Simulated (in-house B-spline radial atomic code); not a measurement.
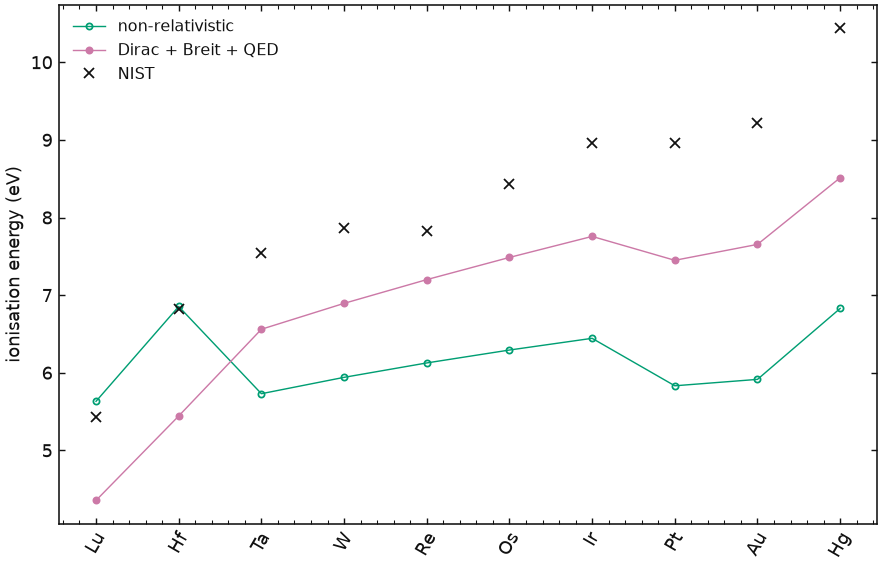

Ionisation energies with and without relativity, with NIST's values as crosses. Species: Lu, Hf, Ta, W, Re, Os, Ir, Pt, Au and Hg. Method: Hartree–Fock ΔSCF (computed with a B-spline radial atomic code). Open p, d and f shells are averaged over both j, so the values don't run from ground level to ground level.

With relativity the highest value is 8.514 eV (Hg) and the lowest 4.356 eV (Lu). Relativity matters most for Au ([Xe] 4f14 5d10 6s1 → [Xe] 4f14 5d10), where it raises the value from 5.916 eV to 7.655 eV (NIST 9.226 eV, measured).
